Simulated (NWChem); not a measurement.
**InNH3O (SMILES [NH2][In][OH]): levels of theory compared**

Wanted: a comparison of 5 runs (UHF/STO-3G, UHF/3-21G, U-wB97X/STO-3G, UB3LYP/STO-3G, UTPSSh/def2-SVP) of InNH3O. 

The results are computed with NWChem 7.3.0.

### 1 The structure to begin with

InNH3O has 6 atoms, charge 0, and is taken as a doublet. SMILES: `[NH2][In][OH]`. The coordinates come from a PBE0-D4/def2-TZVP relaxation. This is one conformer, not always the lowest.

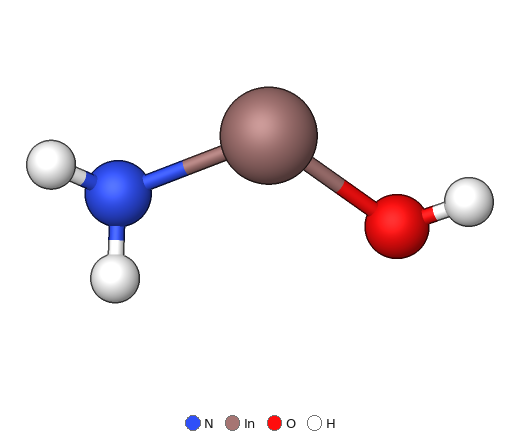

The structure, seen from a chosen angle (nitrogen blue, indium brown, oxygen red, hydrogen white).

### 2 Energy and forces at UHF/STO-3G (run 1)

Input file mymol.nw:

```
START mymol
TITLE "H3InNO"
memory total 2200 mb

GEOMETRY units au noautosym nocenter noautoz
 N     -1.85268749    -0.41158235    -1.97362996
 In     1.77804331    -0.18273652    -0.54310729
 O      1.76311447    -0.20427939     3.25354147
 H     -1.97476380     0.06500658    -3.82499465
 H     -3.04661646     0.74001675    -1.00514533
 H      3.41208949    -0.12698960     4.00621938
END

BASIS spherical bse
 * library STO-3G
END

SCF
 doublet
 uhf
 thresh 1e-08
 maxiter 80
 noprint "final vectors analysis"
END

TASK scf gradient
```

On the command line:

```bash
$ nwchem mymol.nw > mymol.out
```

Output:

```text
[...]
  functions       =    40
[...]
  wavefunction    = UHF
[...]
         Total SCF energy =  -5812.172497445763
      One electron energy =  -8541.314954149393
      Two electron energy =   2484.094387102690
 Nuclear repulsion energy =    245.048069600940
                       Sz =      0.5000
                 Sz(Sz+1) =      0.7500
                      S^2 =      0.7632
[...]
                         UHF ENERGY GRADIENTS
    atom               coordinates                        gradient
                 x          y          z           x          y          z
   1 N      -1.852687  -0.411582  -1.973630   -0.054353   0.012308  -0.029046
   2 In      1.778043  -0.182737  -0.543107    0.027923   0.004697  -0.025536
   3 O       1.763114  -0.204279   3.253541    0.042374   0.001070   0.049308
   4 H      -1.974764   0.065007  -3.824995    0.007240  -0.007872   0.012245
   5 H      -3.046616   0.740017  -1.005145    0.013309  -0.008578   0.000724
   6 H       3.412089  -0.126990   4.006219   -0.036493  -0.001626  -0.007695
[...]
```

It took 15 s on 1 thread of Intel Xeon Platinum 8259CL at 2.50GHz (Skylake/Cascade Lake), shared host; peak memory 0.099 GiB.

### 3 Energy and gradient at UHF/3-21G (run 2)

Input file test.xyz:

```xyz
6

N     -0.980400    -0.217800    -1.044400
In     0.940900    -0.096700    -0.287400
O      0.933000    -0.108100     1.721700
H     -1.045000     0.034400    -2.024100
H     -1.612200     0.391600    -0.531900
H      1.805600    -0.067200     2.120000
```

Input file run.py:

```python
from ase.io import read
from ase.calculators.nwchem import NWChem

system = read('test.xyz')

calc = NWChem(
    label='test',
    theory='scf',
    memory='2200 mb',
    basis='3-21G',
    basispar='spherical bse',
    scf={'nopen': '1', 'uhf': None, 'thresh': '1e-08', 'maxiter': '80'},
)
system.calc = calc

forces = system.get_forces()
print("Total energy (eV):", round(system.get_potential_energy(), 6))
print("forces (eV/A):")
for s, f in zip(system.symbols, forces):
    print(f"{s:2s} {f[0]:10.5f} {f[1]:10.5f} {f[2]:10.5f}")
```

On the command line:

```bash
$ export ASE_NWCHEM_COMMAND="nwchem PREFIX.nwi > PREFIX.nwo"
$ python run.py
```

Output:

```text
Total energy (eV): -159052.40657
forces (eV/A):
N     0.83844    1.04649    0.01383
In   -0.53983   -0.32987    0.74408
O    -0.05903    0.04829   -1.25578
H    -0.25747   -0.35306    0.01085
H    -0.25870   -0.41348   -0.01172
H     0.27660    0.00165    0.49874
```

The calculator wrote test.nwi:

```
title "test"

permanent_dir test

scratch_dir test

start test

geometry units angstrom nocenter noautosym noautoz
  N  -9.8040000000000005e-01 -2.1779999999999999e-01 -1.0444000000000000e+00
  In 9.4089999999999996e-01 -9.6699999999999994e-02 -2.8739999999999999e-01
  O  9.3300000000000005e-01 -1.0810000000000000e-01 1.7217000000000000e+00
  H  -1.0449999999999999e+00 3.4400000000000000e-02 -2.0240999999999998e+00
  H  -1.6122000000000001e+00 3.9160000000000000e-01 -5.3190000000000004e-01
  H  1.8056000000000001e+00 -6.7199999999999996e-02 2.1200000000000001e+00
end

memory 2200 mb

basis spherical bse noprint
   * library 3-21G
end

scf
  nopen 1
  uhf
  thresh 1e-08
  maxiter 80
end

task scf gradient
```

test.nwo:

```text
Northwest Computational Chemistry Package (NWChem) 7.3.0
             --------------------------------------------------------

           Job information
           ---------------

    nwchem branch   = 7.3.0
    use scalapack   = T
    input           = test.nwi
    prefix          = test.
    data base       = test/test.db
    status          = startup
    nproc           =        1

           Memory information
           ------------------

    heap     =     72089596 doubles =      550.0 Mbytes
    stack    =     72089601 doubles =      550.0 Mbytes
    global   =    144179200 doubles =     1100.0 Mbytes (distinct from heap & stack)
    total    =    288358397 doubles =     2200.0 Mbytes
    verify   = yes
    hardfail = no

[... 39 lines left out ...]
            Nuclear Dipole moment (a.u.)
[... 81 lines left out ...]
 1-e energy   =   -8560.723906
[... 7 lines left out ...]
         Quadratically convergent UHF
[... 15 lines left out ...]
       Final UHF  results
[... 3 lines left out ...]
      One electron energy =  -8562.691835111642
[... 1 line left out ...]
 Nuclear repulsion energy =    245.048087196315
[... 56 lines left out ...]
          Final beta eigenvalues
[... 250 lines left out ...]
                     UHF Final Beta Molecular Orbital Analysis
[... 280 lines left out ...]
                 ----------------------------------------
                 |  Time  |  1-e(secs)   |  2-e(secs)   |
                 ----------------------------------------
                 |  CPU   |       0.00   |       2.30   |
                 ----------------------------------------
                 |  WALL  |       0.00   |       2.30   |
                 ----------------------------------------

 Task  times  cpu:       14.7s     wall:       14.7s
 Total times  cpu:       14.8s     wall:       14.8s
```

Wall time 16 s (1 thread of Intel Xeon Platinum 8259CL at 2.50GHz (Skylake/Cascade Lake), shared host); peak memory 0.099 GiB.

### 4 Energy and gradient at U-wB97X/STO-3G (run 3)

Input file a.nw:

```
start a
memory total 2200 mb
geometry noautosym nocenter noautoz
 N    -0.980400   -0.217800   -1.044400
 In    0.940900   -0.096700   -0.287400
 O     0.933000   -0.108100    1.721700
 H    -1.045000    0.034400   -2.024100
 H    -1.612200    0.391600   -0.531900
 H     1.805600   -0.067200    2.120000
end
basis "ao basis" spherical bse
 * library STO-3G
end
dft
 xc wb97x
 mult 2
 grid xfine
 convergence energy 1e-08
 iterations 100
 mulliken
 print medium
end
task dft gradient
```

On the command line:

```bash
$ nwchem a.nw > a.out
```

Output:

```text
[...]
          Wavefunction type:  spin polarized.
          No. of atoms     :     6
          No. of electrons :    67
[...]
          Charge           :     0
          Spin multiplicity:     2
[...]
          AO basis - number of functions:    40
[...]
              XC Information
              --------------
                       wb97x  Method XC Functional
                     Hartree-Fock (Exact) Exchange  1.000
                         wb97x Exchange Functional  1.000
                      wb97x Correlation Functional  1.000
[...]
 d= 0,ls=0.0,diis     1  -5814.7939661928 -6.06D+03  2.25D-02  1.64D-01     3.8
[...]
 d= 0,ls=0.0,diis    12  -5814.9433043510 -6.28D-09  1.51D-06  2.75D-10    46.7
[...]
         Total DFT energy =    -5814.943304350978
      One electron energy =    -8539.496831820048
           Coulomb energy =     2653.087640493211
    Exchange-Corr. energy =     -173.582200220455
 Nuclear repulsion energy =      245.048087196315
[...]
      Total Density - Mulliken Population Analysis
     ---------------------------------------------
    Atom       Charge   Shell Charges
 -----------   ------   -------------------------------------------------------
    1 N    7     7.54   1.99  1.62  3.93
    2 In  49    48.50   2.00  2.00  6.00  2.00  5.99  2.01  5.96  1.33  1.36 10.00  9.86
    3 O    8     8.39   2.00  1.86  4.53
    4 H    1     0.86   0.86
    5 H    1     0.87   0.87
    6 H    1     0.84   0.84
[...]
      <S2> =      0.7556 (Exact =     0.7500)
[...]
  wavefunction    = open shell
[...]
                         DFT ENERGY GRADIENTS
    atom               coordinates                        gradient
                 x          y          z           x          y          z
   1 N      -1.852687  -0.411582  -1.973630   -0.076671   0.025861  -0.039913
   2 In      1.778043  -0.182737  -0.543107    0.041805   0.004077  -0.032003
   3 O       1.763114  -0.204279   3.253541    0.066213   0.003163   0.070799
   4 H      -1.974764   0.065007  -3.824994    0.006993  -0.010663   0.027950
   5 H      -3.046616   0.740017  -1.005145    0.022430  -0.019472  -0.008693
   6 H       3.412089  -0.126990   4.006219   -0.060771  -0.002966  -0.018139
[...]
```

It took 54 s on 1 thread of Intel Xeon Platinum 8259CL at 2.50GHz (Skylake/Cascade Lake), shared host; peak memory 0.13 GiB.

Run 4 isn't shown in full; the table further down has it.

### 5 Energy and forces at UTPSSh/def2-SVP (core potential) (run 5)

Input file run.py:

```python
from ase import Atoms
from ase.calculators.nwchem import NWChem

molecule = Atoms(['N', 'In', 'O', 'H', 'H', 'H'], positions=[
    [-0.980400, -0.217800, -1.044400],
    [0.940900, -0.096700, -0.287400],
    [0.933000, -0.108100, 1.721700],
    [-1.045000, 0.034400, -2.024100],
    [-1.612200, 0.391600, -0.531900],
    [1.805600, -0.067200, 2.120000],
])

calc = NWChem(
    label='mymol',
    theory='dft',
    memory='2200 mb',
    basis='def2-SVP',
    basispar='spherical bse',
    dft={'xc': 'xctpssh', 'mult': '2', 'grid': 'xfine', 'convergence': 'energy 1e-08', 'iterations': '100', 'mulliken': None},
    **{'ecp bse': {'In library': 'def2-SVP'}},
)
molecule.calc = calc

forces = molecule.get_forces()
print("Total energy (eV):", round(molecule.get_potential_energy(), 6))
print("forces (eV/A):")
for s, f in zip(molecule.symbols, forces):
    print(f"{s:2s} {f[0]:10.5f} {f[1]:10.5f} {f[2]:10.5f}")
```

On the command line:

```bash
$ export ASE_NWCHEM_COMMAND="nwchem PREFIX.nwi > PREFIX.nwo"
$ python run.py
```

Output:

```text
Total energy (eV): -8754.600702
forces (eV/A):
N    -0.11308   -0.41035    0.08181
In    0.49802    0.03959   -0.32226
O    -0.51119   -0.04129    0.27948
H    -0.06839    0.11215   -0.42593
H    -0.28987    0.27562    0.17741
H     0.48450    0.02427    0.20944
```

The calculator wrote mymol.nwi:

```
title "mymol"

permanent_dir mymol

scratch_dir mymol

start mymol

geometry units angstrom nocenter noautosym noautoz
  N  -9.8040000000000005e-01 -2.1779999999999999e-01 -1.0444000000000000e+00
  In 9.4089999999999996e-01 -9.6699999999999994e-02 -2.8739999999999999e-01
  O  9.3300000000000005e-01 -1.0810000000000000e-01 1.7217000000000000e+00
  H  -1.0449999999999999e+00 3.4400000000000000e-02 -2.0240999999999998e+00
  H  -1.6122000000000001e+00 3.9160000000000000e-01 -5.3190000000000004e-01
  H  1.8056000000000001e+00 -6.7199999999999996e-02 2.1200000000000001e+00
end

memory 2200 mb

basis spherical bse noprint
   * library def2-SVP
end

dft
  xc xctpssh
  mult 2
  grid xfine
  convergence energy 1e-08
  iterations 100
  mulliken
end
ecp bse
  In library def2-SVP
end

task dft gradient
```

mymol.nwo:

```text
Northwest Computational Chemistry Package (NWChem) 7.3.0
             --------------------------------------------------------

           Job information
           ---------------

    nwchem branch   = 7.3.0
    use scalapack   = T
    input           = mymol.nwi
    prefix          = mymol.
    data base       = mymol/mymol.db
    status          = startup
    nproc           =        1

           Memory information
           ------------------

    heap     =     72089596 doubles =      550.0 Mbytes
    stack    =     72089601 doubles =      550.0 Mbytes
    global   =    144179200 doubles =     1100.0 Mbytes (distinct from heap & stack)
    total    =    288358397 doubles =     2200.0 Mbytes
    verify   = yes
    hardfail = no

[... 122 lines left out ...]
          Convergence on energy requested:  1.00D-08
[... 25 lines left out ...]
          Convergence Information
[... 30 lines left out ...]
 1-e energy   =    -749.240761
[... 67 lines left out ...]
      One electron energy =     -752.106320484424
[... 8 lines left out ...]
                    DFT Final Alpha Molecular Orbital Analysis
[... 1107 lines left out ...]
          Convergence on gradient requested:  5.00D-04
[... 26 lines left out ...]
          total energy or number of iterations.
[... 37 lines left out ...]
                 ----------------------------------------
                 |  Time  |  1-e(secs)   |  2-e(secs)   |
                 ----------------------------------------
                 |  CPU   |       0.04   |       5.26   |
                 ----------------------------------------
                 |  WALL  |       0.04   |       5.26   |
                 ----------------------------------------

 Task  times  cpu:      107.8s     wall:      107.8s
 Total times  cpu:      107.9s     wall:      107.9s
```

It took 1.8 min on 1 thread of Intel Xeon Platinum 8259CL at 2.50GHz (Skylake/Cascade Lake), shared host; peak memory 0.14 GiB.

### 6 All runs side by side

```tsv
run	level	iteration cap	module	energy (Eh)	dipole moment (D)	⟨S²⟩	largest force (eV/Å)	wall time
1	UHF/STO-3G	80	scf	-5812.172497	3.24	0.763	3.344	15 s
2	UHF/3-21G	80	scf	-5845.068179	3.46	0.763	1.341	16 s
3	U-wB97X/STO-3G	100	dft	-5814.943304	2.12	0.756	4.987	54 s
4	UB3LYP/STO-3G	100	dft	-5814.803715	1.80	0.754	5.206	27 s
5	UTPSSh/def2-SVP (core potential)	100	dft	-321.725644	2.09	0.755	0.595	1.8 min
```

### 7 Results

| quantity | value |
| --- | --- |
| run 5: total energy | -321.72564 Eh |
| run 5: dipole moment | 2.09 D |
| run 5: HOMO energy (highest over α and β) | -5.24 eV |
| run 5: LUMO energy (lowest over α and β) | -3.40 eV |
| run 5: ⟨S²⟩ | 0.755 |
| run 5: largest force on an atom | 0.595 eV/Å |

What this shows: The dipole moment (its size) runs from 1.80 D (UB3LYP/STO-3G) to 3.46 D (UHF/3-21G). The two ends differ in method and basis. Totals of different functionals can't be ranked against each other. Some runs of one species differ in core potentials or relativity; totals across that change don't compare. In runs 1, 3, 4 the basis is minimal, so the values are rough. In runs 1, 2, 3, 4 relativity is left out where basis or elements ask for it. All runs together took 3.7 min, the longest 1.8 min.
